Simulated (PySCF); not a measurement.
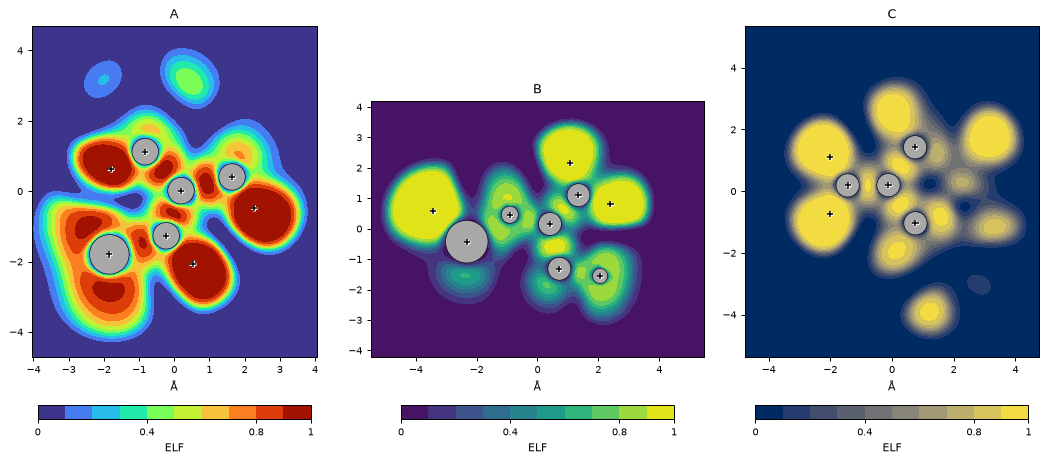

The ELF of 3 systems, each on a plane through atoms (crosses mark nuclei in the plane; grey discs cover the cores).

Theory: PBE0/pcSseg-1, SCF density, gas phase, non-relativistic (PySCF).

System 1: C5H6F3S (charge −1), the plane of atoms C1, C2 and C5. Geometry: GFN2-xTB.

```json
{"atom": "C", "x (Å)": "-1.4623", "y (Å)": "-0.8212", "z (Å)": "0.0901"}
{"atom": "C", "x (Å)": "-0.5920", "y (Å)": "0.3560", "z (Å)": "-0.2428"}
{"atom": "C", "x (Å)": "-1.0529", "y (Å)": "1.6221", "z (Å)": "-0.3127"}
{"atom": "S", "x (Å)": "-0.1494", "y (Å)": "3.0037", "z (Å)": "-0.7190"}
{"atom": "C", "x (Å)": "0.8565", "y (Å)": "0.0841", "z (Å)": "-0.5471"}
{"atom": "C", "x (Å)": "1.6001", "y (Å)": "-0.5955", "z (Å)": "0.5736"}
{"atom": "F", "x (Å)": "1.3972", "y (Å)": "-0.0757", "z (Å)": "1.7913"}
{"atom": "F", "x (Å)": "2.9484", "y (Å)": "-0.5716", "z (Å)": "0.3904"}
{"atom": "F", "x (Å)": "1.3126", "y (Å)": "-1.9176", "z (Å)": "0.6942"}
{"atom": "H", "x (Å)": "-2.5039", "y (Å)": "-0.5113", "z (Å)": "0.1604"}
{"atom": "H", "x (Å)": "-1.3828", "y (Å)": "-1.5971", "z (Å)": "-0.6783"}
{"atom": "H", "x (Å)": "-1.1801", "y (Å)": "-1.2763", "z (Å)": "1.0445"}
{"atom": "H", "x (Å)": "-2.1082", "y (Å)": "1.7970", "z (Å)": "-0.1062"}
{"atom": "H", "x (Å)": "0.9899", "y (Å)": "-0.5499", "z (Å)": "-1.4335"}
{"atom": "H", "x (Å)": "1.3223", "y (Å)": "1.0611", "z (Å)": "-0.7268"}
```

System 2: C3H7FOSi (SMILES C=C(CF)O[SiH3]), the plane of atoms C1, C2 and O5. Geometry: PBE0-D3(BJ)/def2-SVP.

```xyz
13

C    -0.7028   -1.9542    0.4462
C    -0.2862   -0.7387    0.0934
C    -0.7340   -0.0394   -1.1588
F    -1.5855   -0.8074   -1.8918
O     0.5907   -0.0384    0.8522
Si    1.2386    1.5010    0.7889
H    -0.3463   -2.4195    1.3662
H    -1.4032   -2.4853   -0.1964
H    -1.2408    0.9087   -0.8934
H     0.1479    0.2145   -1.7768
H     1.9847    1.7153   -0.4882
H     2.1635    1.5910    1.9471
H     0.1655    2.5354    0.8960
```

System 3: C8H15B, the plane of atoms C1, C2 and C7. Geometry: GFN2-xTB.

```yaml
atoms:
  - { symbol: C, position_ang: [-0.1096, -2.2801, -0.8061] }
  - { symbol: C, position_ang: [0.1077, -1.1841, -0.1017] }
  - { symbol: C, position_ang: [1.1680, -1.0201, 0.9508] }
  - { symbol: C, position_ang: [1.6155, 0.4523, 0.8617] }
  - { symbol: C, position_ang: [2.8004, 0.5890, -0.1110] }
  - { symbol: B, position_ang: [0.3655, 1.2136, 0.2574] }
  - { symbol: C, position_ang: [-0.6492, 0.1173, -0.2642] }
  - { symbol: C, position_ang: [-1.9585, 0.0568, 0.5597] }
  - { symbol: C, position_ang: [-2.8249, 1.2951, 0.3722] }
  - { symbol: H, position_ang: [0.4676, -3.1784, -0.6594] }
  - { symbol: H, position_ang: [-0.8798, -2.3290, -1.5584] }
  - { symbol: H, position_ang: [0.7238, -1.2113, 1.9322] }
  - { symbol: H, position_ang: [1.9918, -1.7219, 0.8169] }
  - { symbol: H, position_ang: [1.9562, 0.8123, 1.8373] }
  - { symbol: H, position_ang: [3.6552, 0.0183, 0.2476] }
  - { symbol: H, position_ang: [3.0978, 1.6305, -0.2102] }
  - { symbol: H, position_ang: [2.5252, 0.2129, -1.0941] }
  - { symbol: H, position_ang: [0.2521, 2.3721, 0.1731] }
  - { symbol: H, position_ang: [-0.9519, 0.2504, -1.3087] }
  - { symbol: H, position_ang: [-1.7129, -0.0595, 1.6173] }
  - { symbol: H, position_ang: [-2.5203, -0.8286, 0.2514] }
  - { symbol: H, position_ang: [-3.7600, 1.1875, 0.9182] }
  - { symbol: H, position_ang: [-2.3138, 2.1820, 0.7367] }
  - { symbol: H, position_ang: [-3.0578, 1.4429, -0.6799] }
```

**Which map belongs to which system?**

Panel A is system 1, C5H6F3S: the plane holds C, S and H. C–C (1.35 Å): the ELF peaks at about 0.95 between the atoms; localised, covalent bonding. Panel B is system 2, C3H7FOSi: the plane holds C, F, O, Si and H. C–C (1.33 Å): the ELF peaks at about 0.95 between the atoms: a short, multiple covalent bond. Panel C is system 3, C8H15B: the plane holds C and H. C–C (1.32 Å): the ELF peaks at about 0.90 between the atoms; a short, multiple covalent bond.
